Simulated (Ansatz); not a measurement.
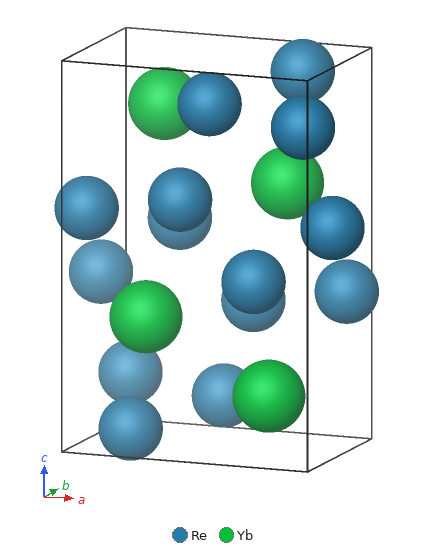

The crystal in a spheres-only representation, seen slightly off an axis. One simulation cell is outlined, and atoms on its boundary appear in each equivalent place.

```yaml
crystal:
  lattice:
    - [6.59320, 0.00000, 0.00000]
    - [0.00000, 4.34126, 0.00000]
    - [0.00000, 0.00000, 9.96470]
  atoms:
    - { symbol: Re, position: [0.21520, 0.25000, 0.04990] }
    - { symbol: Re, position: [0.28480, 0.75000, 0.54990] }
    - { symbol: Re, position: [0.71520, 0.25000, 0.45010] }
    - { symbol: Re, position: [0.78480, 0.75000, 0.95010] }
    - { symbol: Re, position: [0.53620, 0.25000, 0.89560] }
    - { symbol: Re, position: [0.96380, 0.75000, 0.39560] }
    - { symbol: Re, position: [0.03620, 0.25000, 0.60440] }
    - { symbol: Re, position: [0.46380, 0.75000, 0.10440] }
    - { symbol: Yb, position: [0.27730, 0.25000, 0.33870] }
    - { symbol: Yb, position: [0.22270, 0.75000, 0.83870] }
    - { symbol: Yb, position: [0.77730, 0.25000, 0.16130] }
    - { symbol: Yb, position: [0.72270, 0.75000, 0.66130] }
    - { symbol: Re, position: [0.91620, 0.25000, 0.85490] }
    - { symbol: Re, position: [0.58380, 0.75000, 0.35490] }
    - { symbol: Re, position: [0.41620, 0.25000, 0.64510] }
    - { symbol: Re, position: [0.08380, 0.75000, 0.14510] }
```

Results below were computed with DFT, PAW plane waves, r2SCAN (Ansatz 0.2.0); the settings were a plane-wave cutoff of 500 eV, a 3×5×2 mesh of k-points, Gaussian smearing of 0.014 eV, no spin polarisation (a spin-restricted run, not always the ground state).

Give the Bader charge of each element.

Yb +1.37 e; Re -0.52 to -0.41 e.

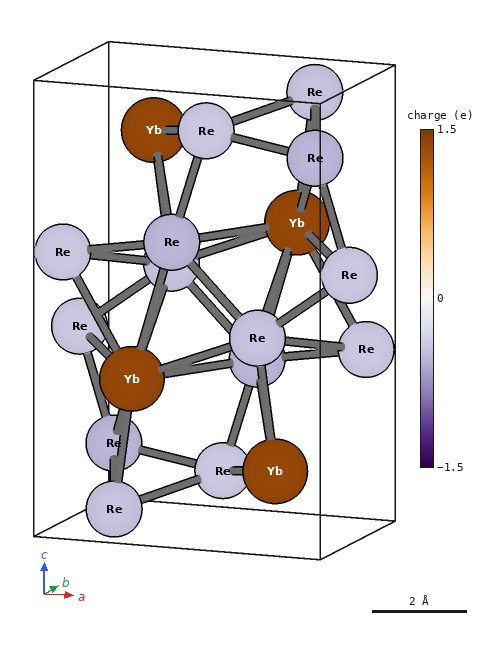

The atoms coloured by those charges.

The model is a generated cell, made by putting these elements into a known structure type (the compound may or may not exist in this form); its atoms and cell weren't optimised. It was run through Ansatz as a DFT input.

At this level of theory the cell isn't at rest (forces up to 1.3 eV/Å), so its distances can differ from those at equilibrium, the more so the softer the solid.
